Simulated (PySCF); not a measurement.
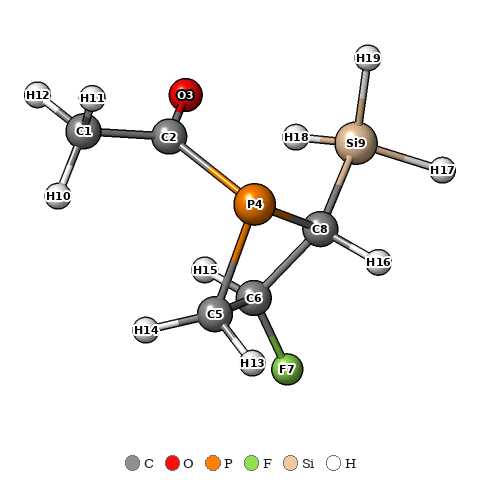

Geometry used (C₅H₁₀FOPSi, SMILES CC(=O)P1C[C@H](F)[C@H]1[SiH3]).

Kohn-Sham orbital energies near the frontier, CAM-B3LYP/def2-SVPD with PySCF 2.14.0, at a PBE0-D3(BJ)/def2-SVP geometry (no frequency check), isolated molecule; empty levels in grey, levels within 0.03 eV side by side.

### Where do the frontier orbitals lie?

HOMO at −8.33 eV, LUMO at −0.23 eV, 8.09 eV apart.

### How does −ε(HOMO) compare with the ΔSCF vertical ionisation energy at this level?

−ε(HOMO) is 8.33 eV, the ΔSCF value 8.96 eV; the orbital energy is 0.63 eV too shallow.

### On which atoms do HOMO and LUMO mostly sit?

HOMO: P4 39 %, O3 26 %, C2 10 %. LUMO: C2 35 %, O3 30 %, P4 12 % (Löwdin shares).

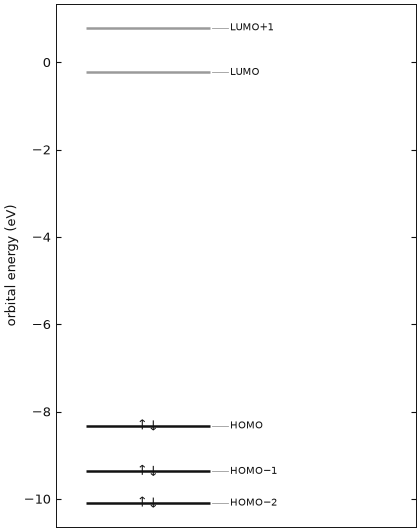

Note: one conformer of a flexible molecule; empty levels above zero depend strongly on the basis.
